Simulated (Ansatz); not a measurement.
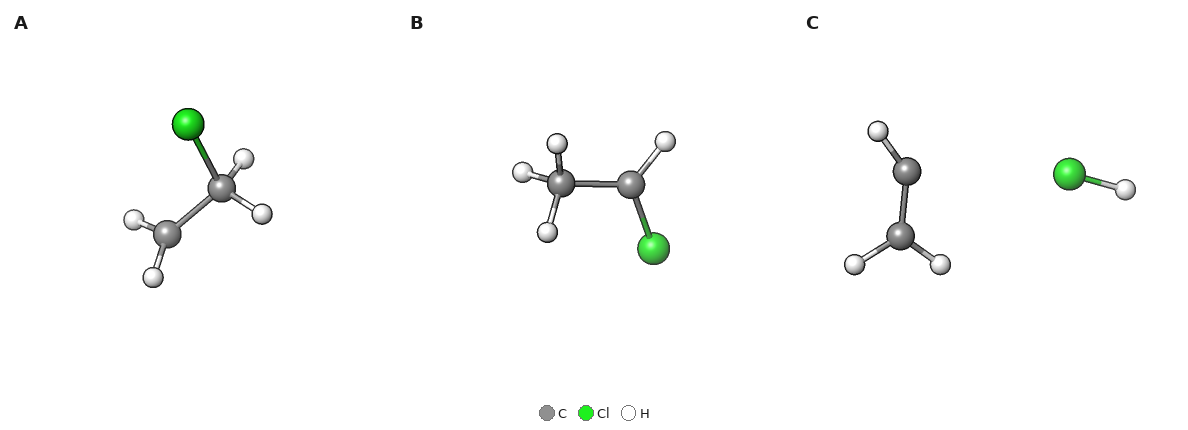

3 stationary structures of one formula. The species is neutral and a spin doublet. Geometries: PBE0-D4/def2-TZVP. Electronic energies: PBE0-D4/def2-TZVP (Ansatz 0.2.0), without zero-point energy. No frequency run is at hand to confirm each as a minimum. Each is one conformer, not always the lowest.

Which is lowest in energy, and by how much?

Answer. B is lowest; A lies 21.2 kJ/mol above it (Cs), C lies 166.5 kJ/mol above it (Cs).
